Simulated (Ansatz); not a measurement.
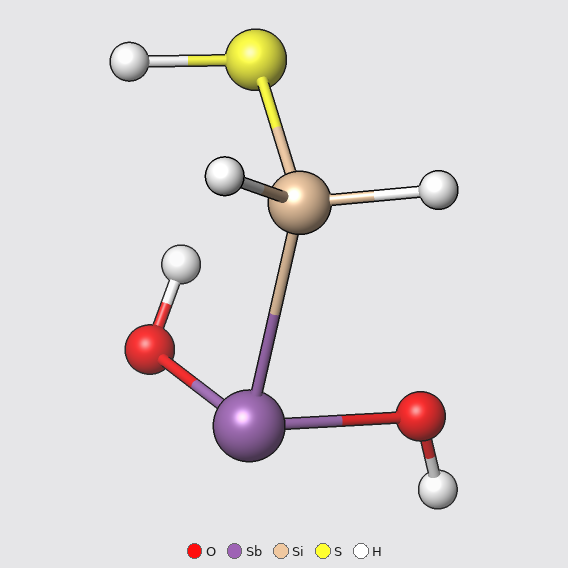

A ball-and-stick model of a molecule. Every bond is drawn as one stick, whatever its order.

Give the formula.

Answer. H5O2SSbSi, 10 atoms: 5 hydrogen, 2 oxygen, 1 sulfur, 1 antimony and 1 silicon.

Give the symmetry (Schoenflies symbol).

Answer. C1.

The parts below concern this one geometry. Atoms keep their numbers from picture to picture. The computed structure is the end point of a PBE0-D4/def2-TZVP optimisation.

Shape

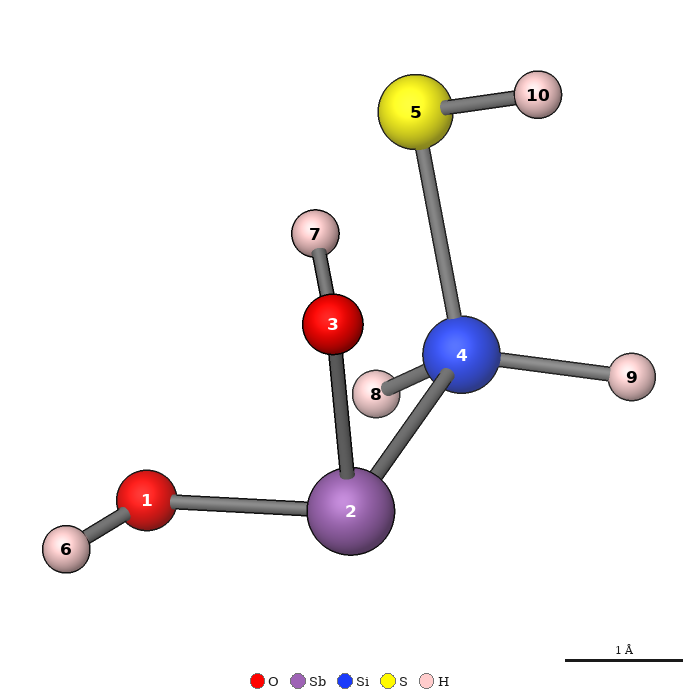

The atoms are numbered.

Give these bond angles: Sb2–O1–H6, O1–Sb2–O3, O1–Sb2–Si4, O3–Sb2–Si4, Sb2–O3–H7, Sb2–Si4–S5, Sb2–Si4–H8, Sb2–Si4–H9, S5–Si4–H8, S5–Si4–H9, Si4–S5–H10.

| angle | degrees |
| --- | --- |
| Sb2–O1–H6 | 111.7 |
| O1–Sb2–O3 | 98.7 |
| O1–Sb2–Si4 | 86.7 |
| O3–Sb2–Si4 | 92.7 |
| Sb2–O3–H7 | 110.4 |
| Sb2–Si4–S5 | 107.1 |
| Sb2–Si4–H8 | 110.8 |
| Sb2–Si4–H9 | 113.4 |
| S5–Si4–H8 | 106.1 |
| S5–Si4–H9 | 109.2 |
| Si4–S5–H10 | 94.1 |

Vibrations

Harmonic vibrations computed with RKS PBE0-D4/def2-TZVP, core potentials on Sb (Ansatz 0.2.0) at a stationary point of the same level.

How many vibrational modes are there, and where do they lie?

Answer. 24 modes: 39, 111, 132, 158, 201, 216, 272, 296, 404, 497, 511, 599, 605, 624, 752, 812, 888, 905, 965, 2207, 2243, 2708, 3734, 3875 cm⁻¹.

Electronic properties

Method: RKS PBE0-D4/def2-QZVPP, core potentials on Sb (Ansatz 0.2.0).

What does the calculation give?

- HOMO energy (Kohn–Sham orbital): −6.87 eV
- LUMO energy (Kohn–Sham orbital): −1.28 eV
- HOMO–LUMO gap: 5.59 eV
- dispersion correction: −26.0 kJ/mol

Charges

The questions are on Mulliken charges. Properties computed with RKS PBE-D4/def2-TZVPP, core potentials on Sb (Ansatz 0.2.0).

Which atom carries the highest charge (most positive or least negative)?

Answer. Sb2 (0.67 e).

And the lowest?

Answer. O3 (−0.49 e).

Give the Mulliken charges atom by atom.

```tsv
atom	value (e)
O1	−0.48
Sb2	0.67
O3	−0.49
Si4	0.13
S5	−0.25
H6	0.18
H7	0.18
H8	−0.03
H9	−0.04
H10	0.13
```

Mulliken values depend strongly on the basis set and can even reverse the polarity of a bond.
